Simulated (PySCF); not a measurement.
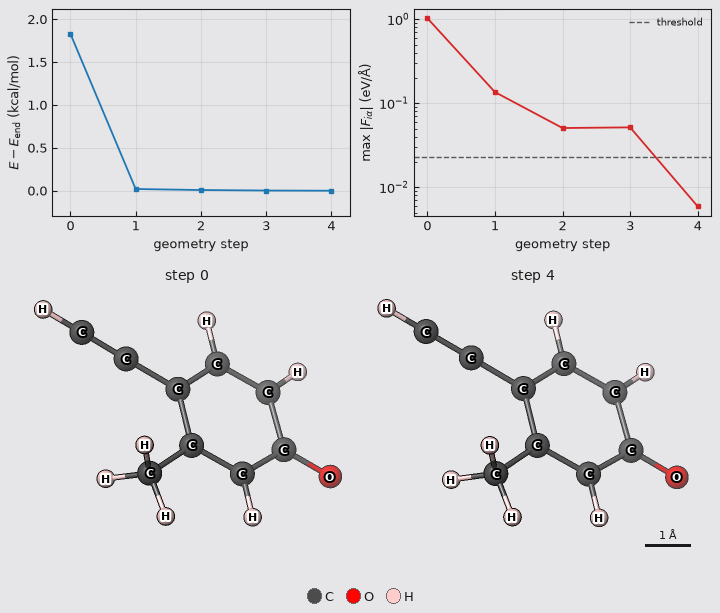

First and last geometry of a relaxation of C₉H₇O (charge −1), with the history of the run. A ball-and-stick model, seen at a tilt.

The start comes from GFN2-xTB.

These are results of PBE0-D3(BJ)/def2-SVP geometry optimisation, gas phase (PySCF), not measurements. 

**Read the history and describe the run.**

It converged. The largest move after the best rigid fit is that of an H atom, 0.067 Å. Largest moves by element: H 0.067 Å, C 0.045 Å, O 0.024 Å. Near-neighbour distances that change, for instance: C–H 1.050 → 1.072 Å, C–C 1.434 → 1.452 Å, C–C 1.206 → 1.224 Å, C–C 1.410 → 1.427 Å. Over 4 geometry steps the energy falls by 1.83 kcal/mol. The largest force component goes from 1 to 0.0059 eV/Å.

Limits of the set-up: the basis has no diffuse functions, which an anion needs.
